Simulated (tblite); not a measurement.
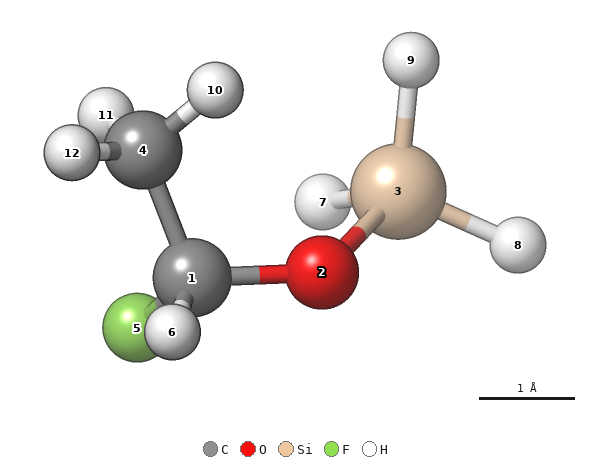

**Figure 1.** The input geometry (ball-and-stick view, seen at a tilt; atoms are numbered from 1 in the order of the input).

**C₂H₇FOSi: geometry relaxation (part 1 of 2)**

System: C₂H₇FOSi.
Method: GFN2-xTB geometry optimisation, gas phase (tblite 0.8.0).

**Input file**
```
{"job": {"kind": "relax", "xc": "GFN2-xTB", "basis": "xTB"}, "charge": 0, "multiplicity": 1}
C      0.571976     1.812485    -0.395781
O     -0.794249     1.649405    -0.267057
Si    -1.691543     0.153896    -0.631742
C      1.261989     0.876231     0.479242
F      0.927458     1.576931    -1.625203
H      0.840387     2.779954    -0.134277
H     -1.097121    -0.484288    -1.742395
H     -3.025234     0.464948    -0.915049
H     -1.621743    -0.724234     0.490304
H      0.631519     0.586259     1.255345
H      1.546549     0.026706    -0.070111
H      2.099239     1.338811     0.876682
```

The first line tells a small driver script what to run in tblite; the rest is the geometry in Å.

Run on 1 CPU thread, shared host.

Launch command:
```bash
OMP_NUM_THREADS=1 python <driver script> task.json out
```

**Log**
```
step      E/eV     max force
  0    -501.01467    3.226
  1    -501.53911    1.350
  2    -501.66685    0.751
  3    -501.69461    0.702
  4    -501.76214    0.517
  5    -501.78431    0.496
  6    -501.80870    0.294
  7    -501.81904    0.248
  8    -501.82533    0.204
  9    -501.83014    0.230
 10    -501.83491    0.195
 11    -501.83911    0.171
 12    -501.84267    0.163
 13    -501.84553    0.141
 14    -501.84774    0.101
 15    -501.84953    0.102
 16    -501.85155    0.128
 17    -501.85451    0.159
 18    -501.85836    0.160
 19    -501.86182    0.120
 20    -501.86421    0.124
 21    -501.86631    0.120
 22    -501.86855    0.172
 23    -501.87112    0.191
 24    -501.87379    0.152
 25    -501.87627    0.119
 26    -501.87843    0.100
 27    -501.88010    0.095
 28    -501.88128    0.106
 29    -501.88231    0.106
 30    -501.88337    0.082
 31    -501.88434    0.085
 32    -501.88521    0.070
 33    -501.88602    0.072
 34    -501.88682    0.088
 35    -501.88763    0.084
 36    -501.88836    0.076
 37    -501.88894    0.075
 38    -501.88963    0.084
 39    -501.89056    0.091
 40    -501.89203    0.087
 41    -501.89276    0.087
 42    -501.89370    0.085
 43    -501.89465    0.099
 44    -501.89587    0.097
 45    -501.89686    0.084
 46    -501.89755    0.061
 47    -501.89808    0.082
 48    -501.89870    0.097
 49    -501.89933    0.071
 50    -501.89955    0.062
 51    -501.89988    0.051
 52    -501.90004    0.035
 53    -501.90031    0.023
 54    -501.90047    0.022
 55    -501.90057    0.021
 56    -501.90062    0.020
 57    -501.90069    0.021
 58    -501.90082    0.026
 59    -501.90102    0.039
 60    -501.90125    0.048
 61    -501.90144    0.048
 62    -501.90159    0.041
 63    -501.90175    0.029
 64    -501.90192    0.031
 65    -501.90209    0.037
 66    -501.90225    0.039
 67    -501.90246    0.039
 68    -501.90277    0.040
 69    -501.90320    0.051
 70    -501.90364    0.053
 71    -501.90402    0.046
 72    -501.90432    0.032
 73    -501.90452    0.037
 74    -501.90463    0.029
 75    -501.90471    0.027
 76    -501.90477    0.017
 77    -501.90487    0.018
 78    -501.90492    0.017
 79    -501.90497    0.012
 80    -501.90500    0.014
 81    -501.90503    0.017
 82    -501.90507    0.019
 83    -501.90511    0.021
 84    -501.90519    0.022
 85    -501.90530    0.032
 86    -501.90546    0.042
 87    -501.90567    0.047
 88    -501.90595    0.051
 89    -501.90634    0.058
 90    -501.90685    0.080
 91    -501.90740    0.082
 92    -501.90792    0.066
 93    -501.90783    0.101
 94    -501.90858    0.039
 95    -501.90878    0.035
 96    -501.90909    0.030
 97    -501.90928    0.029
 98    -501.90950    0.034
 99    -501.90966    0.033
100    -501.90980    0.033
101    -501.90993    0.026
102    -501.91005    0.029
103    -501.91016    0.030
104    -501.91023    0.016
105    -501.91028    0.014
106    -501.91030    0.013
107    -501.91032    0.012
108    -501.91035    0.012
109    -501.91037    0.012
110    -501.91039    0.013
111    -501.91041    0.012
112    -501.91043    0.012
113    -501.91044    0.008
```

**Trajectory as extended XYZ (Å, eV, eV/Å), 30 frames, from step=0 to step=113**
```
12
Properties=species:S:1:pos:R:3:forces:R:3 step=0 energy=-501.01467
C     0.5720    1.8125   -0.3958   -2.6180  -1.0050   1.0100
O    -0.7942    1.6494   -0.2671   -1.7640  -1.4410  -0.6890
Si   -1.6915    0.1539   -0.6317    1.9700   2.1520   0.7430
C     1.2620    0.8762    0.4792    0.7220  -0.8530   0.5260
F     0.9275    1.5769   -1.6252    0.8060  -0.1330  -3.1210
H     0.8404    2.7800   -0.1343    0.1160   2.4460   0.2600
H    -1.0971   -0.4843   -1.7424    0.5860  -0.4200  -0.8900
H    -3.0252    0.4649   -0.9150   -1.1920   0.7240  -0.1730
H    -1.6217   -0.7242    0.4903    0.1420  -0.3910   0.7640
H     0.6315    0.5863    1.2553   -1.0040  -0.4930   1.3790
H     1.5465    0.0267   -0.0701    0.3880  -1.2280  -0.6710
H     2.0992    1.3388    0.8767    1.8490   0.6440   0.8630
12
Properties=species:S:1:pos:R:3:forces:R:3 step=4 energy=-501.76214
C     0.5044    1.7920   -0.3911    0.1140   0.0160   0.0870
O    -0.8483    1.6063   -0.3259   -0.0610  -0.2200  -0.1010
Si   -1.6515    0.1928   -0.6286    0.0370  -0.1000  -0.0320
C     1.2884    0.8413    0.5167   -0.0080   0.0240  -0.0240
F     0.9226    1.6025   -1.7008   -0.0010   0.0240   0.1230
H     0.7649    2.8447   -0.1622   -0.3720  -0.1460  -0.0780
H    -1.0620   -0.4897   -1.7737    0.0870  -0.0100  -0.0470
H    -3.0366    0.5332   -0.9059    0.0760   0.3250   0.0720
H    -1.6012   -0.7193    0.5259    0.1020   0.1430   0.0050
H     0.6140    0.5490    1.3327    0.4480   0.0480  -0.2160
H     1.5702   -0.0370   -0.0807   -0.0710   0.2390   0.3710
H     2.1843    1.3411    0.9136   -0.3500  -0.3440  -0.1620
12
Properties=species:S:1:pos:R:3:forces:R:3 step=8 energy=-501.82533
C     0.4910    1.7818   -0.3908   -0.0840  -0.0080  -0.0410
O    -0.8566    1.5737   -0.3578   -0.0180  -0.0360   0.0920
Si   -1.6523    0.1699   -0.6450   -0.0270  -0.0800  -0.0600
C     1.2854    0.8432    0.5162   -0.0240   0.0220  -0.0470
F     0.9206    1.6175   -1.6974    0.1510  -0.0850   0.0130
H     0.6741    2.8454   -0.1812    0.0020   0.0180   0.1630
H    -1.0378   -0.4930   -1.7888   -0.0260  -0.0960  -0.0370
H    -3.0152    0.6121   -0.8875    0.0590   0.1320   0.0270
H    -1.5761   -0.6936    0.5388    0.0300  -0.0130  -0.0050
H     0.6615    0.5377    1.3470   -0.0910   0.0550   0.0820
H     1.5713   -0.0416   -0.0418   -0.0510  -0.0830  -0.1170
H     2.1832    1.3039    0.9082    0.0790   0.1750  -0.0690
12
Properties=species:S:1:pos:R:3:forces:R:3 step=12 energy=-501.84267
C     0.4797    1.7774   -0.3904    0.0870  -0.0380   0.1060
O    -0.8618    1.5527   -0.3528    0.0610  -0.0010  -0.1510
Si   -1.6548    0.1504   -0.6594    0.0280   0.0480   0.0240
C     1.2828    0.8454    0.5127    0.0350  -0.0300   0.0830
F     0.9480    1.6058   -1.6868   -0.0990   0.0940   0.0710
H     0.6501    2.8408   -0.1527    0.0020  -0.0660  -0.0340
H    -1.0396   -0.5181   -1.8019   -0.0720  -0.0630  -0.0060
H    -2.9968    0.6633   -0.8772    0.0190   0.0120  -0.0060
H    -1.5636   -0.6919    0.5384   -0.0190  -0.0760  -0.0400
H     0.6650    0.5536    1.3572    0.0230   0.0580   0.0160
H     1.5549   -0.0479   -0.0485   -0.0520   0.0600   0.0290
H     2.1854    1.3256    0.8815   -0.0130   0.0010  -0.0920
12
Properties=species:S:1:pos:R:3:forces:R:3 step=16 energy=-501.85155
C     0.4825    1.7710   -0.3780   -0.0480   0.0680  -0.0920
O    -0.8553    1.5419   -0.3748   -0.0490   0.0250   0.0410
Si   -1.6522    0.1449   -0.6648   -0.0320  -0.0540  -0.0170
C     1.2844    0.8451    0.5218   -0.0240   0.0420  -0.0360
F     0.9509    1.6179   -1.6725    0.0940   0.0410  -0.0760
H     0.6398    2.8315   -0.1391    0.0310   0.0780   0.0510
H    -1.0583   -0.5447   -1.8087   -0.0760  -0.0310   0.0120
H    -2.9820    0.6929   -0.8727    0.0030  -0.0320  -0.0060
H    -1.5611   -0.7067    0.5282   -0.0200  -0.0400  -0.0460
H     0.6715    0.5724    1.3735    0.0580   0.0180   0.0820
H     1.5372   -0.0463   -0.0458   -0.0040  -0.0640   0.0600
H     2.1917    1.3373    0.8529    0.0690  -0.0500   0.0280
12
Properties=species:S:1:pos:R:3:forces:R:3 step=20 energy=-501.86421
C     0.4785    1.7809   -0.3780    0.0910  -0.0050   0.0400
O    -0.8535    1.5281   -0.4073    0.0380   0.0030   0.0460
Si   -1.6546    0.1288   -0.6756   -0.0350   0.0140  -0.0170
C     1.2818    0.8582    0.5278    0.0790  -0.0510   0.0040
F     0.9806    1.6598   -1.6661    0.0490   0.0250   0.0380
H     0.6325    2.8366   -0.1052   -0.0930   0.0320  -0.0300
H    -1.1197   -0.6023   -1.8181    0.0090   0.0020  -0.0740
H    -2.9606    0.7263   -0.8688   -0.1110  -0.0540  -0.0060
H    -1.5659   -0.7501    0.4941    0.0010   0.0080   0.0430
H     0.7107    0.6176    1.4208    0.0020   0.1020  -0.0540
H     1.5018   -0.0585   -0.0125   -0.0510  -0.0660   0.0050
H     2.2177    1.3317    0.8090    0.0210  -0.0100   0.0050
12
Properties=species:S:1:pos:R:3:forces:R:3 step=24 energy=-501.87379
C     0.4924    1.7870   -0.3727   -0.0660  -0.0330  -0.0060
O    -0.8407    1.5152   -0.4136    0.0420  -0.1390  -0.0450
Si   -1.6635    0.1237   -0.6860    0.0300   0.0070  -0.0090
C     1.2966    0.8591    0.5288   -0.0350   0.0530   0.0190
F     1.0125    1.6930   -1.6549   -0.0090   0.0020   0.0280
H     0.6079    2.8485   -0.0933    0.0150  -0.0770   0.0240
H    -1.1563   -0.6279   -1.8387   -0.0200   0.1150   0.0380
H    -2.9780    0.7225   -0.8684    0.0400  -0.0730   0.0170
H    -1.5705   -0.7692    0.4814   -0.0040   0.0980  -0.0420
H     0.7345    0.6699    1.4378   -0.0260   0.0280   0.0160
H     1.4692   -0.0838    0.0120   -0.0240   0.0700   0.0240
H     2.2453    1.3190    0.7876    0.0580  -0.0500  -0.0650
12
Properties=species:S:1:pos:R:3:forces:R:3 step=28 energy=-501.88128
C     0.4969    1.7858   -0.3668    0.0240   0.0030  -0.0130
O    -0.8226    1.4784   -0.4368   -0.0480   0.0840  -0.0200
Si   -1.6698    0.1110   -0.7015   -0.0060  -0.0290   0.0030
C     1.3045    0.8698    0.5372   -0.0050  -0.0160   0.0180
F     1.0457    1.7299   -1.6376    0.0030  -0.0310  -0.0400
H     0.5802    2.8435   -0.0684    0.0130  -0.0040   0.0420
H    -1.2016   -0.6422   -1.8585    0.0440   0.0240  -0.0930
H    -2.9791    0.7193   -0.8621   -0.0180  -0.0240   0.0050
H    -1.5740   -0.7756    0.4599    0.0030  -0.0090   0.0740
H     0.7619    0.7334    1.4667    0.0170   0.0130   0.0530
H     1.4252   -0.0932    0.0468   -0.0190  -0.0080   0.0070
H     2.2821    1.2972    0.7410   -0.0070  -0.0040  -0.0360
12
Properties=species:S:1:pos:R:3:forces:R:3 step=32 energy=-501.88521
C     0.4980    1.7843   -0.3692   -0.0460  -0.0030   0.0310
O    -0.8256    1.4821   -0.4437    0.0050  -0.0080  -0.0160
Si   -1.6690    0.1059   -0.7039    0.0430   0.0320  -0.0060
C     1.3032    0.8700    0.5411   -0.0200  -0.0190  -0.0260
F     1.0511    1.7274   -1.6399   -0.0290  -0.0070   0.0610
H     0.5800    2.8386   -0.0583    0.0270   0.0100  -0.0370
H    -1.1958   -0.6206   -1.8816    0.0140   0.0220   0.0270
H    -2.9891    0.6957   -0.8596    0.0140  -0.0100   0.0040
H    -1.5743   -0.7662    0.4735    0.0260   0.0030  -0.0320
H     0.7686    0.7511    1.4795    0.0530   0.0150  -0.0130
H     1.4114   -0.0968    0.0568   -0.0390  -0.0530   0.0250
H     2.2907    1.2857    0.7253   -0.0470   0.0180  -0.0180
12
Properties=species:S:1:pos:R:3:forces:R:3 step=36 energy=-501.88836
C     0.4919    1.7839   -0.3629    0.0360  -0.0040  -0.0140
O    -0.8270    1.4809   -0.4612   -0.0320   0.0310   0.0610
Si   -1.6629    0.1013   -0.7123   -0.0340   0.0070   0.0000
C     1.2979    0.8680    0.5423    0.0010  -0.0050   0.0290
F     1.0600    1.7361   -1.6254    0.0130  -0.0050  -0.0570
H     0.5781    2.8366   -0.0471   -0.0220   0.0060  -0.0080
H    -1.2036   -0.6143   -1.9007    0.0330  -0.0040   0.0270
H    -2.9870    0.6848   -0.8541    0.0010   0.0000  -0.0030
H    -1.5665   -0.7687    0.4666    0.0480  -0.0030  -0.0480
H     0.8005    0.7871    1.5023   -0.0410  -0.0130   0.0420
H     1.3744   -0.1153    0.0847   -0.0360  -0.0020   0.0090
H     2.2933    1.2767    0.6878    0.0320  -0.0080  -0.0380
12
Properties=species:S:1:pos:R:3:forces:R:3 step=40 energy=-501.89203
C     0.4888    1.7819   -0.3622   -0.0420   0.0130   0.0240
O    -0.8367    1.4955   -0.4508    0.0260  -0.0330  -0.0160
Si   -1.6597    0.1083   -0.7173    0.0460   0.0260   0.0000
C     1.2895    0.8625    0.5478   -0.0240   0.0530  -0.0410
F     1.0584    1.7283   -1.6268   -0.0640  -0.0390   0.0430
H     0.5776    2.8353   -0.0512    0.0370   0.0100   0.0050
H    -1.1801   -0.5911   -1.9058    0.0230  -0.0110  -0.0030
H    -2.9928    0.6642   -0.8515   -0.0420   0.0390  -0.0130
H    -1.5388   -0.7633    0.4535    0.0290  -0.0550   0.0080
H     0.8142    0.8048    1.5221   -0.0180   0.0420  -0.0120
H     1.3351   -0.1316    0.1100   -0.0160   0.0120  -0.0150
H     2.2937    1.2622    0.6521    0.0440  -0.0580   0.0200
12
Properties=species:S:1:pos:R:3:forces:R:3 step=44 energy=-501.89587
C     0.4811    1.7858   -0.3564    0.0380   0.0080  -0.0050
O    -0.8444    1.5087   -0.4396   -0.0470   0.0210   0.0300
Si   -1.6524    0.1174   -0.7210   -0.0550  -0.0760   0.0090
C     1.2786    0.8654    0.5501    0.0490  -0.0620   0.0520
F     1.0410    1.7117   -1.6221   -0.0110   0.0010  -0.0490
H     0.5908    2.8388   -0.0525   -0.0120   0.0300  -0.0050
H    -1.1541   -0.5754   -1.9074   -0.0030   0.0260  -0.0150
H    -3.0010    0.6530   -0.8529    0.0970  -0.0040   0.0090
H    -1.5027   -0.7771    0.4338   -0.0170   0.0010  -0.0120
H     0.8247    0.8361    1.5371    0.0240   0.0570  -0.0350
H     1.2871   -0.1396    0.1326   -0.0280   0.0360  -0.0180
H     2.3004    1.2322    0.6184   -0.0350  -0.0380   0.0400
12
Properties=species:S:1:pos:R:3:forces:R:3 step=48 energy=-501.89870
C     0.4781    1.7884   -0.3531   -0.0130  -0.0100  -0.0110
O    -0.8517    1.5116   -0.4312    0.0490  -0.0260   0.0350
Si   -1.6487    0.1115   -0.7262    0.0880   0.0410   0.0050
C     1.2747    0.8646    0.5555   -0.0330   0.0380  -0.0290
F     1.0315    1.7078   -1.6221   -0.0190   0.0100   0.0010
H     0.5887    2.8441   -0.0521   -0.0050  -0.0350  -0.0280
H    -1.1413   -0.5557   -1.9226   -0.0070   0.0080  -0.0220
H    -2.9947    0.6415   -0.8500    0.0020   0.0150   0.0050
H    -1.4793   -0.7882    0.4183   -0.0300  -0.0380   0.0190
H     0.8484    0.8865    1.5530   -0.0120  -0.0090   0.0130
H     1.2333   -0.1467    0.1594   -0.0200  -0.0100   0.0120
H     2.3100    1.1916    0.5911    0.0010   0.0160   0.0000
12
Properties=species:S:1:pos:R:3:forces:R:3 step=52 energy=-501.90004
C     0.4777    1.7889   -0.3537    0.0050   0.0130   0.0030
O    -0.8510    1.5131   -0.4180    0.0000  -0.0120   0.0020
Si   -1.6380    0.1125   -0.7249   -0.0160  -0.0230   0.0000
C     1.2705    0.8663    0.5557    0.0080   0.0080  -0.0040
F     1.0213    1.7043   -1.6261   -0.0060  -0.0110   0.0000
H     0.5913    2.8435   -0.0580    0.0110   0.0300  -0.0080
H    -1.1351   -0.5476   -1.9277    0.0070   0.0180  -0.0090
H    -2.9855    0.6414   -0.8488    0.0110   0.0050   0.0100
H    -1.4752   -0.7998    0.4128   -0.0200  -0.0120  -0.0040
H     0.8517    0.9009    1.5562   -0.0240  -0.0130   0.0050
H     1.2122   -0.1466    0.1665    0.0000  -0.0230   0.0210
H     2.3094    1.1803    0.5858    0.0240   0.0200  -0.0160
```
